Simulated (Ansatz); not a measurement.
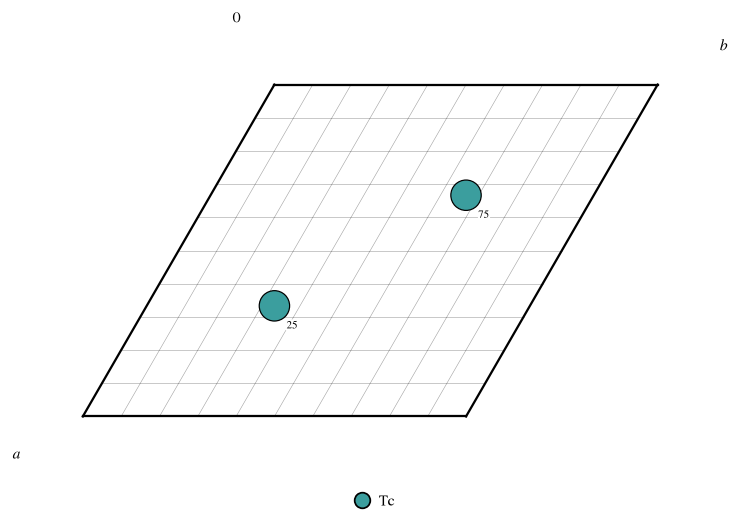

Plan of a unit cell projected along c (a down the page, b across); the numbers are heights in hundredths of c, and atoms on the cell's edges are repeated. The grid marks tenths of a and b. Source: the end point of a relaxation at fixed volume with DFT r2SCAN, scalar-relativistic, plane waves, PAW in Ansatz. The drawing is computed from the coordinates (standard cell, symmetry found to 0.002 Å).

a = 2.722 Å, b = 2.722 Å, c = 4.357 Å, α = 90.00°, β = 90.00°, γ = 120.00°.

### What does the cell contain?

2 Tc: Tc, Z = 2.

### Give the fractional coordinates of all atoms, to two places.

```tsv
atom	x	y	z
Tc	0.33	0.67	0.75
Tc	0.67	0.33	0.25
```
